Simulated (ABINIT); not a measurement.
# SrTiO3 (Tausonite): a self-consistent loop beyond G0W0, cycle by cycle

Wanted: G0W0 and self-consistent gaps of SrTiO3 (Tausonite), with the cost of the cycles.

Calculated with ABINIT 10.8.3; PBE and many-body steps on it, plane waves.

**Experimental background.**

- Gap 3.77 eV: direct gap (M0 critical point); spectroscopic ellipsometry, second-derivative fit; 300 K; bulk crystal (commercial single crystal) (“Optical probe of ferroelectric order in bulk and thin film perovskite titanates”, 2013, arxiv:1309.1245).

### Step 1. Set-up

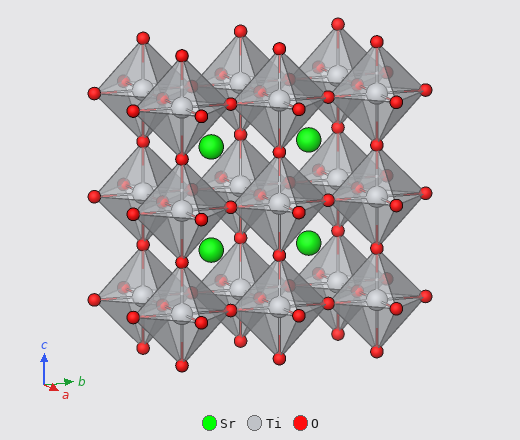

The cell as given, slightly off an axis (strontium green, titanium light grey, oxygen red). 1×2×2 cells are drawn. Some periodic images of atoms are drawn too.

The cell and positions come from the Crystallography Open Database and are kept as given unless a step says otherwise.

### Step 2. Empty states on the mesh, 4×4×4 mesh, 184 bands

This step: ABINIT 10.8.3; DFT, PBE, plane waves, norm-conserving pseudopotentials.

The sums over transitions need many empty states on a uniform mesh; this step solves for them.

The input, run.abi:

```
acell 3*1.0 Angstrom
rprim 
  3.905280000000 0.000000000000 0.000000000000
  0.000000000000 3.905280000000 0.000000000000
  0.000000000000 0.000000000000 3.905280000000
ntypat 3
znucl 38 22 8
natom 5
typat 1 2 3 3 3
xred 
  0.500000000000 0.500000000000 0.500000000000
  0.000000000000 0.000000000000 0.000000000000
  0.500000000000 0.000000000000 0.000000000000
  0.000000000000 0.500000000000 0.000000000000
  0.000000000000 0.000000000000 0.500000000000
pp_dirpath "pseudos"
pseudos "Sr.upf, Ti.upf, O.upf"
ecut 38
ngkpt 4 4 4
nshiftk 1
shiftk 0 0 0
kptopt 1
chksymbreak 0
irdden 1
istwfk *1
nband 184
prtvol 0
optdriver 6
gwr_task "HDIAGO"
paral_kgb 0
occopt 1
indata_prefix "in"
outdata_prefix "out"
tmpdata_prefix "tmp"
```

Command:

```sh
OMP_NUM_THREADS=1 mpirun -n 8 abinit run.abi > log
```

What it wrote:

```text
.Version 10.8.3 of ABINIT. v10.8.2 released Aug 2026.

 Symmetries : space group Pm -3 m (#221); Bravais cP (primitive cubic)
[... echo of the input left out ...]
== DATASET  1 ==================================================================
-   mpi_nproc: 8, omp_nthreads: 1 (-1 if OMP is not activated)

--- !DatasetInfo
iteration_state: {dtset: 1, }
dimensions: {natom: 5, nkpt: 10, mband: 184, nsppol: 1, nspinor: 1, nspden: 1, mpw: 4632, }
cutoff_energies: {ecut:  38.0, pawecutdg:  -1.0, }
[...]
Indirect band gap semiconductor
 Fundamental gap:     1.908 (eV)
   VBM:     6.925 (eV) at k: [ 5.0000E-01,  5.0000E-01,  5.0000E-01]
   CBM:     8.833 (eV) at k: [ 0.0000E+00,  0.0000E+00,  0.0000E+00]
 Direct gap:         2.263 (eV) at k: [ 0.0000E+00,  0.0000E+00,  0.0000E+00]

== END DATASET(S) ==============================================================
================================================================================

 -outvars: echo values of variables after computation  --------
           etotal      0.0000000000E+00
            nband         184
             nkpt          10
          spgroup         221
 [... the other variables as echoed above ...]

 Calculation completed.
```

Wall time 3.7 min (8 MPI ranks of Intel Xeon Platinum 8375C at 2.90GHz (Ice Lake), shared host); peak memory 9.2 GiB.

This step gave:

```yaml
gap: 1.908 eV
k_of_the_valence_top: 0.5, 0.5, 0.5
k_of_the_conduction_bottom: 0, 0, 0
least_direct_gap: 2.263 eV
k_points_computed: 10
lowest_point_of_the_top_converged_band_above_the_valence_top: 95.6501 eV
```

On this mesh the gap is 1.908 eV.

The density comes from a self-consistent run that is not shown.

### Step 3. Screening, 4×4×4 mesh, 176 bands, screening to 163.3 eV

The RPA dielectric matrix is built and inverted for each q.

This step: RPA screening on PBE, plane waves, norm-conserving pseudopotentials.

Changes to run.abi since step 2:

```diff
@@ -23,10 +23,11 @@
 chksymbreak 0
-irdden 1
 istwfk *1
-nband 184
-prtvol 0
-optdriver 6
-gwr_task "HDIAGO"
-paral_kgb 0
 occopt 1
+irdwfk 1
+optdriver 3
+nband 176
+ecuteps 6
+inclvkb 2
+awtr 1
+symchi 1
 indata_prefix "in"
```

What it wrote:

```text
.Version 10.8.3 of ABINIT. v10.8.2 released Aug 2026.

 Symmetries : space group Pm -3 m (#221); Bravais cP (primitive cubic)
[... echo of the input left out ...]
== DATASET  1 ==================================================================
-   mpi_nproc: 8, omp_nthreads: 1 (-1 if OMP is not activated)

--- !DatasetInfo
iteration_state: {dtset: 1, }
dimensions: {natom: 5, nkpt: 10, mband: 176, nsppol: 1, nspinor: 1, nspden: 1, mpw: 4632, }
cutoff_energies: {ecut:  38.0, pawecutdg:  -1.0, }
electrons: {nelect:   4.00000000E+01, charge:   0.00000000E+00, occopt:   1.00000000E+00, tsmear:   1.00000000E-02, }

 SCREENING: Calculation of the susceptibility and dielectric matrices

 Based on a program developped by R.W. Godby, V. Olevano, G. Onida, and L. Reining.
 Incorporated in ABINIT by V. Olevano, G.-M. Rignanese, and M. Torrent.
.Using double precision arithmetic ; gwpc =  8

[... cell and pseudopotentials left out ...]
--------------------------------------------------------------------------------

 ==== K-mesh for the wavefunctions ====
 Number of points in the irreducible wedge :    10
[... list of points left out ...]
 Together with 48 symmetry operations and time-reversal symmetry
 yields    64 points in the full Brillouin Zone.

 ==== Q-mesh for the screening function ====
 Number of points in the irreducible wedge :    10
[... list of points left out ...]
 Together with 48 symmetry operations and time-reversal symmetry
 yields    64 points in the full Brillouin Zone.

 setmesh: FFT mesh size selected  =    30x   30x   30
          total number of points  =        27000

 vcoul_init : cutoff-mode = AUXILIARY_FUNCTION
 q-points for optical limit:   1
     1)      0.000010    0.000020    0.000030

- screening: taking advantage of time-reversal symmetry
- Maximum band index for partially occupied states nbvw = 20
- Remaining bands to be divided among processors   nbcw = 156
- Number of bands treated by each node ~19

 Number of electrons calculated from density =   40.0000; Expected =   40.0000
 average of density, n =  0.099519
 r_s =    1.3387
 omega_plasma =   30.4305 [eV]

 calculating chi0 at frequencies [eV] :
  1    0.000000E+00    0.000000E+00
  2    0.000000E+00    3.043050E+01

--------------------------------------------------------------------------------
  q-point number  1        q = ( 0.000000, 0.000000, 0.000000) [r.l.u.]
--------------------------------------------------------------------------------
[... chi0 elements left out ...]
 For q-point:  0.000010 0.000020 0.000030
  dielectric constant =   6.4039
  dielectric constant without local fields =   6.7748

  Average fulfillment of the sum rule on Im[epsilon] for q-point    1 :     73.38  [%]
[... wings left out ...]
  q-point number  2        q = ( 0.250000, 0.000000, 0.000000) [r.l.u.]
--------------------------------------------------------------------------------
[... chi0 elements left out ...]
  Average fulfillment of the sum rule on Im[epsilon] for q-point    2 :     81.73  [%]

 [... 8 further q-points ...]
```

Elapsed: 2.6 min, on 8 MPI ranks; peak memory 2.4 GiB.

This step gave:

```
ε∞ with local fields, on this mesh, along the program's q direction : 6.404
the same without local fields                                       : 6.775
plasma frequency                                                    : 30.43 eV
plane waves in the screening matrix                                 : 257
```

Local fields lower ε∞ by 5 %. On a Γ-centred mesh this coarse the value itself is usually too large, while a short band sum pulls it down.

### Step 4. G0W0

The self-energy is evaluated for the states that the input lists, and the levels follow from it, in one-shot runs by the linearised quasiparticle equation.

This step: G0W0 on PBE, plane waves, norm-conserving pseudopotentials.

Changes to run.abi since step 3:

```diff
@@ -26,8 +26,17 @@
 irdwfk 1
-optdriver 3
+optdriver 4
 nband 176
+gwcalctyp 0
+ecutsigx 38
+symsigma 1
+nkptgw 2
+kptgw 
+  0.5000000000 0.5000000000 0.5000000000
+  0.0000000000 0.0000000000 0.0000000000
+bdgw 
+  18 23
+  18 23
 ecuteps 6
-inclvkb 2
-awtr 1
-symchi 1
+irdscr 1
+ppmodel 1
 indata_prefix "in"
```

What it wrote:

```text
.Version 10.8.3 of ABINIT. v10.8.2 released Aug 2026.

 Symmetries : space group Pm -3 m (#221); Bravais cP (primitive cubic)
[... echo of the input left out ...]
== DATASET  1 ==================================================================
-   mpi_nproc: 8, omp_nthreads: 1 (-1 if OMP is not activated)

--- !DatasetInfo
iteration_state: {dtset: 1, }
dimensions: {natom: 5, nkpt: 10, mband: 176, nsppol: 1, nspinor: 1, nspden: 1, mpw: 4632, }
cutoff_energies: {ecut:  38.0, pawecutdg:  -1.0, }
electrons: {nelect:   4.00000000E+01, charge:   0.00000000E+00, occopt:   1.00000000E+00, tsmear:   1.00000000E-02, }

 SIGMA: Calculation of the GW corrections

 Based on a program developped by R.W. Godby, V. Olevano, G. Onida, and L. Reining.
 Incorporated in ABINIT by V. Olevano, G.-M. Rignanese, and M. Torrent.
.Using double precision arithmetic ; gwpc =  8

[... cell and pseudopotentials left out ...]
--------------------------------------------------------------------------------

 ==== K-mesh for the wavefunctions ====
 Number of points in the irreducible wedge :    10
[... list of points left out ...]
 Together with 48 symmetry operations and time-reversal symmetry
 yields    64 points in the full Brillouin Zone.

 ==== Q-mesh for screening function ====
 Number of points in the irreducible wedge :    10
[... list of points left out ...]
 Together with 48 symmetry operations and time-reversal symmetry
 yields    64 points in the full Brillouin Zone.

 vcoul_init : cutoff-mode = AUXILIARY_FUNCTION
 q-points for optical limit:   1
     1)      0.000010    0.000020    0.000030
 setmesh: FFT mesh size selected  =    45x   45x   45
          total number of points  =        91125

 Number of electrons calculated from density =   40.0000; Expected =   40.0000
 average of density, n =  0.099519
 r_s =    1.3387
 omega_plasma =   30.4305 [eV]

 === KS Band Gaps ===
  >>>> For spin  1
   Minimum direct gap =   2.2628 [eV], located at k-point      :   0.0000  0.0000  0.0000
   Fundamental gap    =   1.9077 [eV], Top of valence bands at :   0.5000  0.5000  0.5000
                                       Bottom of conduction at :   0.0000  0.0000  0.0000
 SIGMA fundamental parameters:
 PLASMON POLE MODEL  1
 number of plane-waves for SigmaX                 4457
 number of plane-waves for SigmaC and W            257
 number of plane-waves for wavefunctions          4457
 number of bands                                   176
 number of independent spin polarizations            1
 number of spinorial components                      1
 number of k-points in IBZ                          10
 number of q-points in IBZ                          10
 number of symmetry operations                      48
 number of k-points in BZ                           64
 number of q-points in BZ                           64
 number of frequencies for dSigma/dE                 9
 frequency step for dSigma/dE [eV]                0.25
 number of omega for Sigma on real axis              0
 max omega for Sigma on real axis  [eV]           0.00
 zcut for avoiding poles [eV]                     0.10

 EPSILON^-1 parameters (SCR file):
 dimension of the eps^-1 matrix on file            257
 dimension of the eps^-1 matrix used               257
 number of plane-waves for wavefunctions          4457
 number of bands                                   176
 number of q-points in IBZ                          10
 number of frequencies                               2
 number of real frequencies                          1
 number of imag frequencies                          1

 matrix elements of self-energy operator (all in [eV])

 Perturbative Calculation

--- !SelfEnergy_ee
iteration_state: {dtset: 1, }
kpoint     : [   0.500,    0.500,    0.500, ]
spin       : 1
KS_gap     :    4.517
QP_gap     :    6.394
Delta_QP_KS:    1.877
data: !SigmaeeData |
     Band     E0 <VxcDFT>   SigX SigC(E0)      Z dSigC/dE  Sig(E)    E-E0       E
       18   6.925 -20.195 -25.189   4.793   0.769  -0.301 -20.349  -0.155   6.771
       19   6.925 -20.195 -25.189   4.793   0.769  -0.301 -20.349  -0.155   6.771
       20   6.925 -20.195 -25.189   4.793   0.769  -0.301 -20.349  -0.155   6.771
       21  11.442 -21.983 -12.959  -6.680   0.735  -0.361 -20.261   1.723  13.165
       22  11.442 -21.983 -12.959  -6.680   0.735  -0.361 -20.261   1.723  13.165
       23  11.442 -21.983 -12.959  -6.680   0.735  -0.361 -20.261   1.723  13.165

--- !SelfEnergy_ee
iteration_state: {dtset: 1, }
kpoint     : [   0.000,    0.000,    0.000, ]
spin       : 1
KS_gap     :    2.263
QP_gap     :    3.838
Delta_QP_KS:    1.575
data: !SigmaeeData |
     Band     E0 <VxcDFT>   SigX SigC(E0)      Z dSigC/dE  Sig(E)    E-E0       E
[...]
21   8.833 -18.883 -11.450  -5.631   0.782  -0.278 -17.473   1.410  10.242
       22   8.833 -18.883 -11.450  -5.631   0.782  -0.278 -17.473   1.410  10.242
       23   8.833 -18.883 -11.450  -5.631   0.782  -0.278 -17.473   1.410  10.242

== END DATASET(S) ==============================================================
================================================================================

 -outvars: echo values of variables after computation  --------
           etotal      0.0000000000E+00
            nband         176
             nkpt          10
          spgroup         221
 [... the other variables as echoed above ...]

 Calculation completed.
```

Wall time 20 s (8 MPI ranks); peak memory 2.1 GiB; 2.6 min of CPU time.

This step gave:

```yaml
g0w0_gap_on_the_points_computed: 3.471 eV
starting_gap_on_the_mesh: 1.908 eV
k_of_the_valence_top: 0.5, 0.5, 0.5
k_of_the_conduction_bottom: 0, 0, 0
z_at_the_valence_top: 0.769
z_at_the_conduction_bottom: 0.782
least_direct_g0w0_gap_on_the_computed_points: 3.837 eV
```

The gap on the mesh goes from 1.91 eV to 3.47 eV, a correction of +1.56 eV.

### Step 5. evGW0, cycle 1

This step: evGW0 on PBE, plane waves, norm-conserving pseudopotentials.

Changes to run.abi since step 4:

```diff
@@ -28,12 +28,28 @@
 nband 176
-gwcalctyp 0
+gwcalctyp 10
 ecutsigx 38
 symsigma 1
-nkptgw 2
+nkptgw 10
 kptgw 
+  0.0000000000 0.0000000000 0.0000000000
+  0.2500000000 0.0000000000 0.0000000000
+  0.5000000000 0.0000000000 0.0000000000
+  0.2500000000 0.2500000000 0.0000000000
+  0.5000000000 0.2500000000 0.0000000000
+  0.5000000000 0.5000000000 0.0000000000
+  0.2500000000 0.2500000000 0.2500000000
+  0.5000000000 0.2500000000 0.2500000000
+  0.5000000000 0.5000000000 0.2500000000
   0.5000000000 0.5000000000 0.5000000000
-  0.0000000000 0.0000000000 0.0000000000
 bdgw 
-  18 23
-  18 23
+  12 31
+  12 31
+  12 31
+  12 31
+  12 31
+  12 31
+  12 31
+  12 31
+  12 31
+  12 31
 ecuteps 6
```

What it wrote:

```text
.Version 10.8.3 of ABINIT. v10.8.2 released Aug 2026.

 Symmetries : space group Pm -3 m (#221); Bravais cP (primitive cubic)
[... echo of the input left out ...]
== DATASET  1 ==================================================================
-   mpi_nproc: 8, omp_nthreads: 1 (-1 if OMP is not activated)

--- !DatasetInfo
iteration_state: {dtset: 1, }
dimensions: {natom: 5, nkpt: 10, mband: 176, nsppol: 1, nspinor: 1, nspden: 1, mpw: 4632, }
cutoff_energies: {ecut:  38.0, pawecutdg:  -1.0, }
electrons: {nelect:   4.00000000E+01, charge:   0.00000000E+00, occopt:   1.00000000E+00, tsmear:   1.00000000E-02, }

 SIGMA: Calculation of the GW corrections

 Based on a program developped by R.W. Godby, V. Olevano, G. Onida, and L. Reining.
 Incorporated in ABINIT by V. Olevano, G.-M. Rignanese, and M. Torrent.
.Using double precision arithmetic ; gwpc =  8

[... cell and pseudopotentials left out ...]
--------------------------------------------------------------------------------

 ==== K-mesh for the wavefunctions ====
 Number of points in the irreducible wedge :    10
[... list of points left out ...]
 Together with 48 symmetry operations and time-reversal symmetry
 yields    64 points in the full Brillouin Zone.

 ==== Q-mesh for screening function ====
 Number of points in the irreducible wedge :    10
[... list of points left out ...]
 Together with 48 symmetry operations and time-reversal symmetry
 yields    64 points in the full Brillouin Zone.

 vcoul_init : cutoff-mode = AUXILIARY_FUNCTION
 q-points for optical limit:   1
     1)      0.000010    0.000020    0.000030
 setmesh: FFT mesh size selected  =    45x   45x   45
          total number of points  =        91125

 Number of electrons calculated from density =   40.0000; Expected =   40.0000
[...]
spin       : 1
KS_gap     :    4.166
QP_gap     :    5.978
Delta_QP_KS:    1.812
data: !SigmaeeData |
     Band     E_DFT   <VxcDFT>   E(N-1)  <Hhartree>   SigX  SigC[E(N-1)]    Z     dSigC/dE  Sig[E(N)]  DeltaE  E(N)_pert E(N)_diago
[...]
--- !SelfEnergy_ee
iteration_state: {dtset: 1, }
kpoint     : [   0.500,    0.500,    0.500, ]
spin       : 1
KS_gap     :    4.517
QP_gap     :    6.394
Delta_QP_KS:    1.877
data: !SigmaeeData |
     Band     E_DFT   <VxcDFT>   E(N-1)  <Hhartree>   SigX  SigC[E(N-1)]    Z     dSigC/dE  Sig[E(N)]  DeltaE  E(N)_pert E(N)_diago
[...]
30    16.662   -12.981    16.662    29.644    -6.411    -4.838     0.842    -0.187   -11.522     1.459    18.121    18.394
       31    17.173    -9.824    17.173    26.997    -4.349    -4.883     0.848    -0.179    -9.321     0.502    17.675    18.394

 New Fermi energy :        3.189662E-01 Ha ,    8.679513E+00 eV

 === QP Band Gaps ===
  >>>> For spin  1
   Minimum direct gap =   4.2790 [eV], located at k-point      :   0.0000  0.0000  0.0000
   Fundamental gap    =   3.9109 [eV], Top of valence bands at :   0.5000  0.5000  0.5000
                                       Bottom of conduction at :   0.0000  0.0000  0.0000

 writing QP data on file : out_QPS

 Convergence of QP corrections
 >>>>> For spin  1 <<<<<
.  kptgw no:  1; Maximum DeltaE = (  -0.577   0.000) for band index: 13
.  kptgw no:  2; Maximum DeltaE = (  -0.576   0.010) for band index: 13
.  kptgw no:  3; Maximum DeltaE = (  -0.576   0.003) for band index: 13
[...]
.  kptgw no:  9; Maximum DeltaE = (  -0.362   0.001) for band index: 17
.  kptgw no: 10; Maximum DeltaE = (  -0.575   0.015) for band index: 16

== END DATASET(S) ==============================================================
================================================================================

 -outvars: echo values of variables after computation  --------
           etotal      0.0000000000E+00
            nband         176
             nkpt          10
          spgroup         221
 [... the other variables as echoed above ...]

 Calculation completed.
```

Elapsed: 8 min, on 8 MPI ranks; peak memory 4.3 GiB; 64 min of CPU time.

This step gave:

```
quasiparticle gap on the mesh                         : 3.911 eV
gap of the density functional on the mesh             : 1.908 eV
k of the valence top                                  : 0.5, 0.5, 0.5
k of the conduction bottom                            : 0, 0, 0
Z at the valence top                                  : 0.769
Z at the conduction bottom                            : 0.782
least direct quasiparticle gap on the computed points : 4.279 eV
```

Against G0W0 in ABINIT (4×4×4 mesh, 176 bands, screening to 163.3 eV, Godby-Needs plasmon pole), the gap moves by +0.440 eV. This first cycle still uses the starting levels; it takes the full correction, at all points of the mesh, and its linearised value is 3.471 eV.

### Step 6. evGW0, cycle 2

The corrected levels of the last cycle go back in.

Changes to run.abi since step 5:

```diff
@@ -57,2 +57,3 @@
 ppmodel 1
+irdqps 1
 indata_prefix "in"
```

What it wrote:

```text
.Version 10.8.3 of ABINIT. v10.8.2 released Aug 2026.

 Symmetries : space group Pm -3 m (#221); Bravais cP (primitive cubic)
[... echo of the input left out ...]
== DATASET  1 ==================================================================
-   mpi_nproc: 8, omp_nthreads: 1 (-1 if OMP is not activated)

--- !DatasetInfo
iteration_state: {dtset: 1, }
dimensions: {natom: 5, nkpt: 10, mband: 176, nsppol: 1, nspinor: 1, nspden: 1, mpw: 4632, }
cutoff_energies: {ecut:  38.0, pawecutdg:  -1.0, }
[...]
.  kptgw no:  3; Maximum DeltaE = (   0.050   0.010) for band index: 12
[...]
.  kptgw no:  9; Maximum DeltaE = (   0.030   0.000) for band index: 18
.  kptgw no: 10; Maximum DeltaE = (   0.107   0.006) for band index: 17

== END DATASET(S) ==============================================================
================================================================================

 -outvars: echo values of variables after computation  --------
           etotal      0.0000000000E+00
            nband         176
             nkpt          10
          spgroup         221
 [... the other variables as echoed above ...]

 Calculation completed.
```

Run time: 8.8 min. Hardware: 8 MPI ranks; peak memory 4.3 GiB.

Numbers from this step:

```
quasiparticle gap on the mesh                         : 3.837 eV
gap of the density functional on the mesh             : 1.908 eV
k of the valence top                                  : 0.5, 0.5, 0.5
k of the conduction bottom                            : 0, 0, 0
least direct quasiparticle gap on the computed points : 4.198 eV
```

Against the cycle before, the gap moves by −0.074 eV.

[end of part 1 of 2]

[Paths, hosts, dates, memory and timing lines, banners, echoed tables and standing remarks are left out of the program output.]

[Logs are printed without paths, hosts, clocks, repeated set-up lines and the standing remarks that a program may print on its own settings, such as how far it seeks lower states.]

[Runs of the session that timed out or met a known fault of the program may be left out.]

[Hosts, paths, dates, database ids (printed as entryN), source tags and the programs' standing remarks are cut or masked in the printed files.]

[G0W0 gaps are taken among the corrected bands and points alone; a level outside them can change the order at an edge.]

[Where Ansatz stands beside ABINIT at settings called matched, ABINIT's density can come from a denser mesh and the files from another edition; pairs whose starting gaps differed by over 0.03 eV were left out, so agreement reads better than it is.]
